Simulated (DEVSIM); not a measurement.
Device: Pt/La2O3/p-Si capacitor, at 400 K.

```csv
layer (left to right),material,thickness (nm),Na (cm⁻³)
1,La2O3,21.0,-
2,Si,1100,1.4e17
```

Metal gate on the left, work function 5.6 eV. Fixed charge at the semiconductor interface -2.8e11 cm⁻² (in units of +e); interface traps 1.4e10 cm⁻² eV⁻¹, uniform in energy, neutral level at 0.7 of the gap above the valence band.

The device is made up for the run: typed textbook-type constants, with dimensions and the other settings drawn at random. Values at 300 K; Nc and Nv go as T^1.5, mobilities as T to minus their exponent, the gap by Varshni's rule with the affinity fixed.

| parameter | La2O3 | Si |
|---|---|---|
| gap (eV) | 5.8 | 1.124 |
| affinity (eV) | 1.8 | 4.05 |
| permittivity | 27 | 11.7 |
| Nc (cm⁻³) | - | 2.86e19 |
| Nv (cm⁻³) | - | 3.1e19 |
| Varshni α (eV/K) | - | 0.000473 |
| Varshni β (K) | - | 636 |

Simulated with DEVSIM: 1D Poisson equation in equilibrium, Boltzmann statistics, complete ionisation; no quantum confinement or tunnelling. Metal contacts follow the ideal Schottky-Mott rule: no Fermi-level pinning, no interface dipoles.

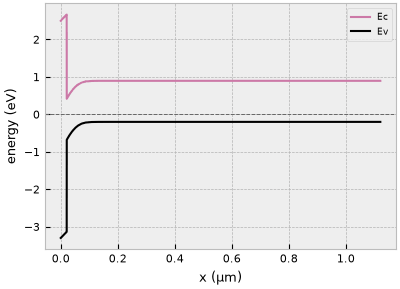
*Band edges at 1.3 V on the gate*

Energies count from the Fermi level of the right contact; mesh points crowd at the junctions.

```json
[
 {"x (μm)": "0.000", "Ec (eV)": "2.500", "Ev (eV)": "-3.300", "n (cm⁻³)": "< 1e2", "p (cm⁻³)": "< 1e2", "field (V/cm)": "79000"},
 {"x (μm)": "0.001229", "Ec (eV)": "2.510", "Ev (eV)": "-3.290", "n (cm⁻³)": "< 1e2", "p (cm⁻³)": "< 1e2", "field (V/cm)": "79000"},
 {"x (μm)": "0.003762", "Ec (eV)": "2.530", "Ev (eV)": "-3.270", "n (cm⁻³)": "< 1e2", "p (cm⁻³)": "< 1e2", "field (V/cm)": "79000"},
 {"x (μm)": "0.008521", "Ec (eV)": "2.567", "Ev (eV)": "-3.233", "n (cm⁻³)": "< 1e2", "p (cm⁻³)": "< 1e2", "field (V/cm)": "79000"},
 {"x (μm)": "0.01640", "Ec (eV)": "2.629", "Ev (eV)": "-3.171", "n (cm⁻³)": "< 1e2", "p (cm⁻³)": "< 1e2", "field (V/cm)": "79000"},
 {"x (μm)": "0.01926", "Ec (eV)": "2.652", "Ev (eV)": "-3.148", "n (cm⁻³)": "< 1e2", "p (cm⁻³)": "< 1e2", "field (V/cm)": "79000"},
 {"x (μm)": "0.02078", "Ec (eV)": "2.664", "Ev (eV)": "-3.136", "n (cm⁻³)": "< 1e2", "p (cm⁻³)": "< 1e2", "field (V/cm)": "79000"},
 {"x (μm)": "0.02237", "Ec (eV)": "0.434", "Ev (eV)": "-0.662", "n (cm⁻³)": "1.5e14", "p (cm⁻³)": "2.2e11", "field (V/cm)": "140000"},
 {"x (μm)": "0.02535", "Ec (eV)": "0.474", "Ev (eV)": "-0.622", "n (cm⁻³)": "4.7e13", "p (cm⁻³)": "6.9e11", "field (V/cm)": "130000"},
 {"x (μm)": "0.03144", "Ec (eV)": "0.549", "Ev (eV)": "-0.548", "n (cm⁻³)": "5.4e12", "p (cm⁻³)": "6.0e12", "field (V/cm)": "120000"},
 {"x (μm)": "0.04425", "Ec (eV)": "0.680", "Ev (eV)": "-0.416", "n (cm⁻³)": "1.2e11", "p (cm⁻³)": "2.7e14", "field (V/cm)": "89000"},
 {"x (μm)": "0.08720", "Ec (eV)": "0.878", "Ev (eV)": "-0.219", "n (cm⁻³)": "3.9e8", "p (cm⁻³)": "8.4e16", "field (V/cm)": "13000"},
 {"x (μm)": "0.1665", "Ec (eV)": "0.895", "Ev (eV)": "-0.201", "n (cm⁻³)": "2.3e8", "p (cm⁻³)": "1.4e17", "field (V/cm)": "30"},
 {"x (μm)": "0.3285", "Ec (eV)": "0.895", "Ev (eV)": "-0.201", "n (cm⁻³)": "2.3e8", "p (cm⁻³)": "1.4e17", "field (V/cm)": "≈ 0"},
 {"x (μm)": "0.7549", "Ec (eV)": "0.895", "Ev (eV)": "-0.201", "n (cm⁻³)": "2.3e8", "p (cm⁻³)": "1.4e17", "field (V/cm)": "≈ 0"},
 {"x (μm)": "0.9477", "Ec (eV)": "0.895", "Ev (eV)": "-0.201", "n (cm⁻³)": "2.3e8", "p (cm⁻³)": "1.4e17", "field (V/cm)": "≈ 0"},
 {"x (μm)": "1.039", "Ec (eV)": "0.895", "Ev (eV)": "-0.201", "n (cm⁻³)": "2.3e8", "p (cm⁻³)": "1.4e17", "field (V/cm)": "≈ 0"},
 {"x (μm)": "1.084", "Ec (eV)": "0.895", "Ev (eV)": "-0.201", "n (cm⁻³)": "2.3e8", "p (cm⁻³)": "1.4e17", "field (V/cm)": "≈ 0"},
 {"x (μm)": "1.108", "Ec (eV)": "0.895", "Ev (eV)": "-0.201", "n (cm⁻³)": "2.3e8", "p (cm⁻³)": "1.4e17", "field (V/cm)": "≈ 0"},
 {"x (μm)": "1.116", "Ec (eV)": "0.895", "Ev (eV)": "-0.201", "n (cm⁻³)": "2.3e8", "p (cm⁻³)": "1.4e17", "field (V/cm)": "≈ 0"},
 {"x (μm)": "1.119", "Ec (eV)": "0.895", "Ev (eV)": "-0.201", "n (cm⁻³)": "2.3e8", "p (cm⁻³)": "1.4e17", "field (V/cm)": "≈ 0"},
 {"x (μm)": "1.121", "Ec (eV)": "0.895", "Ev (eV)": "-0.201", "n (cm⁻³)": "2.3e8", "p (cm⁻³)": "1.4e17", "field (V/cm)": "≈ 0"}
]
```
